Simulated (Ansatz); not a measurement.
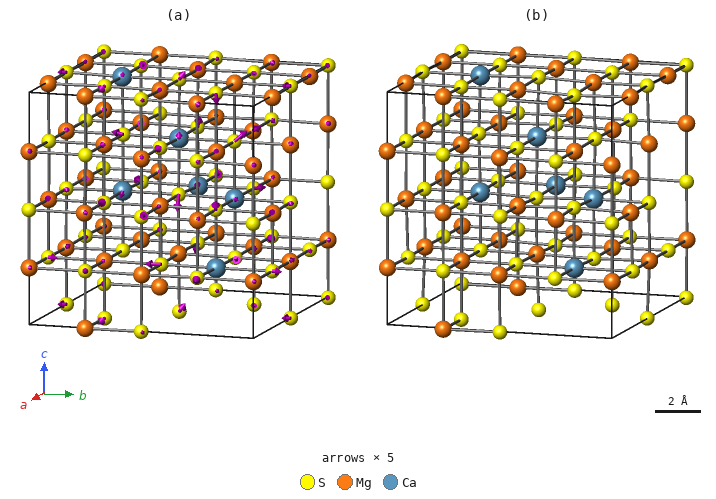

The structure of solid S$_{32}$Mg$_{26}$Ca$_{6}$ (a generated structure, set up in P1) before (left) and after (right) a relaxation, at one scale. The purple arrows give the displacements, magnified 5 times.

Style: ball-and-stick. Shown: the cell of the calculation (origin shifted), from a free direction.

Method: Ansatz, DFT, PBEsol, PAW, plane waves. Settings: plane-wave cutoff 420 eV; k-point mesh 1 × 1 × 1; mesh shifted by (0.25, 0.25, 0.25); no spin polarisation; cell relaxed at fixed shape; force threshold 0.03 eV/Å; at most 80 steps.

### Summarise the run.

The atom that moves furthest relative to the cell is an S atom (0.18 Å roughly along [1 0 −1]). By element the largest moves are S 0.18 Å, Mg 0.09 Å, Ca 0.07 Å. Cell: a = b = c 10.535 → 10.555 Å (+0.2 %). Volume +0.5 %. Some distances before and after: Ca–S 2.552 → 2.763 Å, Ca–S 2.576 → 2.741 Å, Ca–S 2.618 → 2.782 Å, Ca–S 2.608 → 2.749 Å. Bond angles that change, for instance: S–Mg–S 87.6° → 93.5°, Mg–S–Mg 88.8° → 94.1°, Ca–S–Ca 91.9° → 86.9°. The space group stays P1 (No. 1). Over 5 geometry steps the energy falls by 1.592 eV per cell of the calculation. The largest force component goes from 1.4 to 0.0016 eV/Å. The pressure goes from 0.77 to 0.00 GPa. Cost: 69 s on 7 threads of Arm Neoverse-V2, peak memory 2.3 GiB.
